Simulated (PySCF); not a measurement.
## Electronic structure of C$_{6}$H$_{11}$ (charge −1) in real space

The calculation's input:

```
{"job": {"kind": "nmr", "xc": "revPBE", "basis": "pcSseg-1", "pop": false}, "charge": -1, "multiplicity": 1}
C      2.304715     0.036284    -0.154626
C      0.955136    -0.107216     0.291098
C      0.002150     1.168667     0.280689
C     -1.394657     0.629970     0.521289
C     -1.468704    -0.662186    -0.317141
C     -0.024334    -1.098529    -0.557122
H      2.535102     0.465388    -1.122074
H      3.138505    -0.237217     0.474996
H      0.937441    -0.492363     1.322587
H      0.306572     1.895579     1.037071
H      0.070229     1.642575    -0.700966
H     -1.514496     0.390707     1.583020
H     -2.194377     1.331503     0.247976
H     -2.053015    -1.427030     0.207081
H     -1.982342    -0.455944    -1.263001
H      0.245542    -0.994649    -1.608762
H      0.149446    -2.136498    -0.267109
```

Run with:

```sh
OMP_NUM_THREADS=1 python ens_run.py task.json out
```

Geometry: GFN2-xTB.

Level of theory: PySCF 2.14.0, revPBE/pcSseg-1, SCF density, gas phase, non-relativistic.

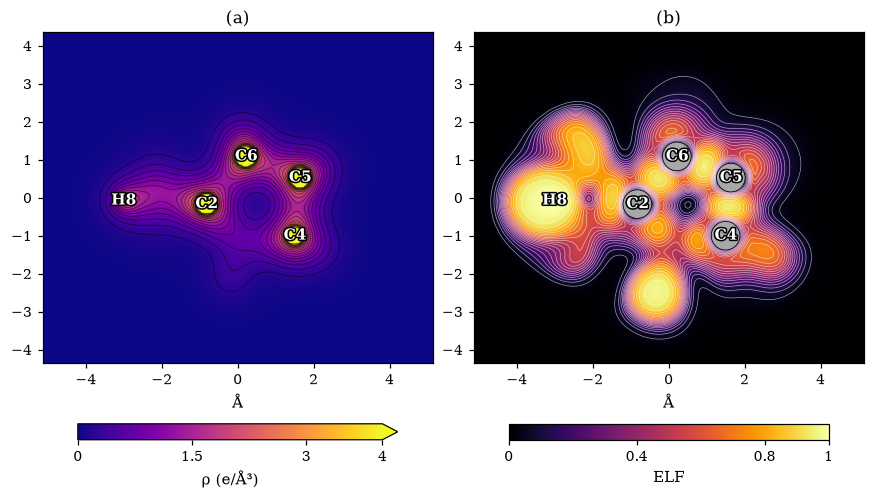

Figure 1. (a) electron density; (b) electron localisation function on the plane of atoms C2, C6 and C5. Grey discs cover the atomic cores in the ELF map.

Q: What do the fields say about this system?

A:
- The plane passes through C and H nuclei.
- C–C (1.54 Å): ρ at the midpoint is about 1.6 e/Å³; the ELF peaks at about 0.95 between the atoms: a covalent bond.

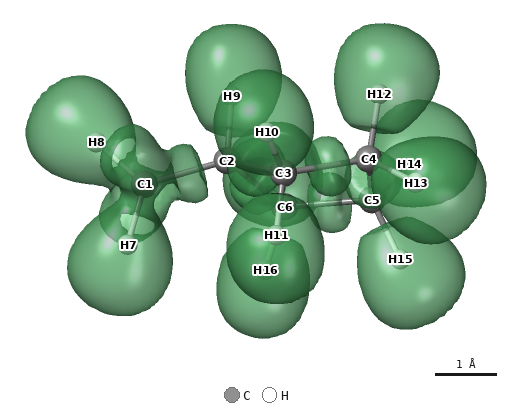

Figure 2. Isosurface of the electron localisation function at 0.75 (green), seen from one side. Only the valence region is drawn (cores and ρ < 0.01 e/Å³ removed).

Q: Where are the electrons localised?

A: At this value the surface marks out five regions between bonded C–C atoms (shared pairs), nine regions around hydrogen nuclei and one joined region spread over several atoms (C, H), in which their bonds and any lone pairs are merged. Profiles from the grid: C–C (1.43 Å): the ELF peaks at about 0.95 between the atoms (localised, covalent bonding). C–H (1.08 Å): the ELF climbs to about 1 towards the hydrogen, as it does in any bond to H: a covalent bond by its length.

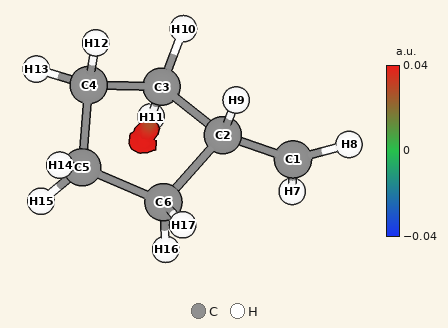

Figure 3. Non-covalent interaction (NCI) plot: the surface where the reduced density gradient is 0.5, for densities under 0.05 a.u., coloured by sign(λ₂)ρ; seen at an oblique angle.

Q: Which non-covalent interactions does the plot reveal?

A: Inside the ring or cage of C2, C3, C4, C5 and C6: steric crowding (red).
